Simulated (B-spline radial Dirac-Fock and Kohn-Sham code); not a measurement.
Yb²⁺. Computed with a radial B-spline solver: independent-particle rates on relativistic LDA orbitals of the hole state (multipoles to L = 3), energies from Dirac–Fock ΔSCF. Widths ruled by Coster–Kronig decay come out up to twice the measured ones in this model.

What should this plot look like? X-ray emission lines that fill an M2 (3p1/2) hole, broadened by a Gaussian of 16 eV full width.

The strongest line is M2-N4 at 1.9776 keV with 67.6 % of the photons, then M2-M4 at 602.0 eV (17 %), M2-N1 at 1.6845 keV (13 %), M2-O1 at 2.1140 keV (2.2 %), M2-N6 at 2.1710 keV (0.55 %). The hole has a width of 10.7 eV and a fluorescence yield of 0.00201.

The computed plot:

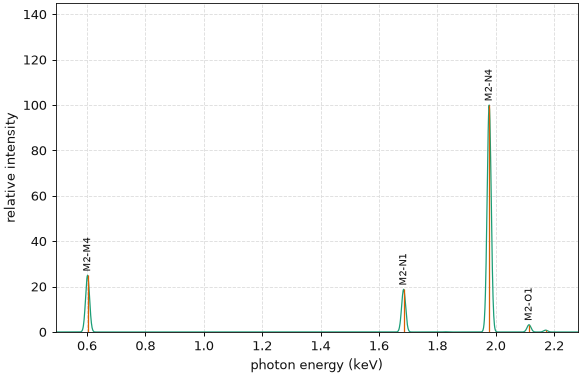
